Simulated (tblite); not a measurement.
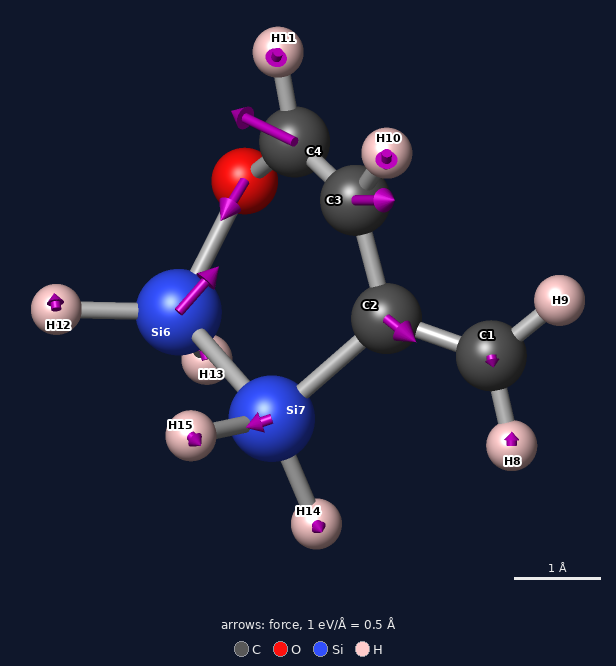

Starting geometry of C4H8OSi2 with the computed forces as purple arrows. A ball-and-stick model, seen at a tilt.

The calculation used GFN2-xTB geometry optimisation, gas phase (tblite). 

Is this structure relaxed? If not, where do the atoms go?

Answer. It isn't relaxed: the largest force vector, on a C atom, is 2.15 eV/Å. The final displacements have little in common with the starting forces (cosine between the two patterns 0.20). Over 106 geometry steps the energy falls by 11.6 kcal/mol. The largest move after the best rigid fit is that of an H atom, 0.86 Å. By element the largest moves are H 0.86 Å, O 0.64 Å, C 0.38 Å, Si 0.19 Å. Among the contacts that change: O–Si 1.734 → 1.642 Å, C–O 1.382 → 1.341 Å, C–Si 1.864 → 1.902 Å, Si–Si 2.259 → 2.296 Å. Bond angles that change, for instance: O–Si–H 113.9° → 100.9°, Si–Si–H 106.8° → 116.8°, Si–Si–H 105.7° → 115.2°. Groups turn about C–O by about 50°, O–Si by about 40°, C–C by about 40°. Cost: 0.75 s on 1 thread of Arm Neoverse V1 (shared host).
